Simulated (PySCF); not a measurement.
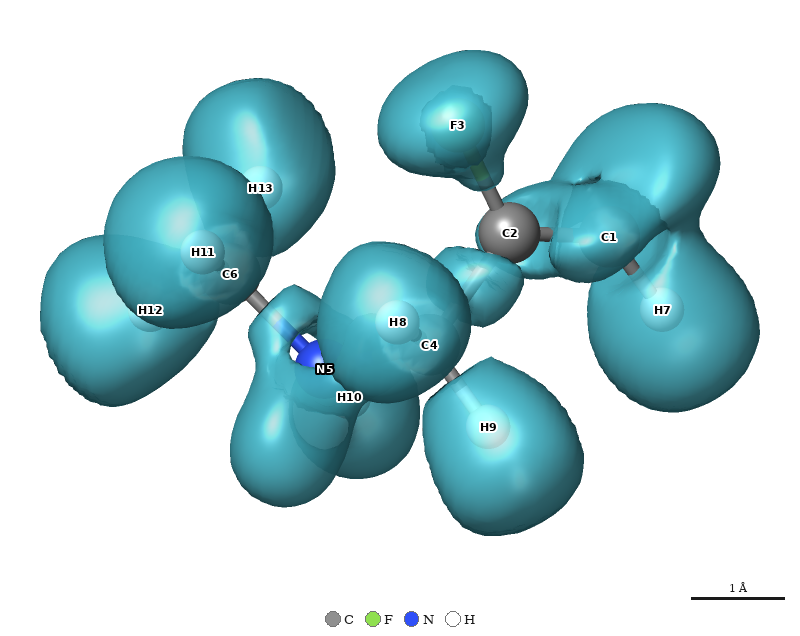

Figure. C$_{4}$H$_{7}$FN (SMILES [H]/[C]=C(/F)CNC) (doublet). Isosurface of the ELF at 0.75 (cyan), seen across its widest extent. Core shells and regions of very low density are left out.

Geometry: GFN2-xTB.

These are results of UKS B3LYP, pcH-1 on C F H N, non-relativistic, mean-field spin-orbit, GIAO (PySCF 2.14.0, density-fitted response routines), not measurements.

```yaml
atoms:
  - { symbol: C, position_ang: [2.3070, 0.9264, 0.2386] }
  - { symbol: C, position_ang: [1.2147, 0.4028, 0.6726] }
  - { symbol: F, position_ang: [0.5299, 0.8976, 1.7412] }
  - { symbol: C, position_ang: [0.4662, -0.8303, 0.0909] }
  - { symbol: N, position_ang: [-0.6146, -0.5048, -0.7800] }
  - { symbol: C, position_ang: [-1.7320, 0.1983, -0.1876] }
  - { symbol: H, position_ang: [2.9665, 0.6955, -0.5631] }
  - { symbol: H, position_ang: [0.0724, -1.3827, 0.9486] }
  - { symbol: H, position_ang: [1.1862, -1.4473, -0.4476] }
  - { symbol: H, position_ang: [-0.2966, -0.0545, -1.6303] }
  - { symbol: H, position_ang: [-2.0772, -0.3653, 0.6787] }
  - { symbol: H, position_ang: [-2.5385, 0.2485, -0.9176] }
  - { symbol: H, position_ang: [-1.4883, 1.2165, 0.1378] }
```

Q: Identify the bonds, lone pairs and shells in this picture.

A: The ELF exceeds this value in one region between bonded C–C atoms (shared pairs), five regions around hydrogen nuclei, one region on F in which the atom's valence shell and bonds are merged, one joined region spread over several atoms (C, H), in which their bonds and any lone pairs are merged and one joined region spread over several atoms (H, N), in which their bonds and any lone pairs are merged. Profiles from the grid: C–C (1.29 Å): the ELF peaks at about 0.90 between the atoms; a multiple bond. C–F (1.36 Å): the ELF peaks at about 0.85 between the atoms; a shared but strongly polarised pair.
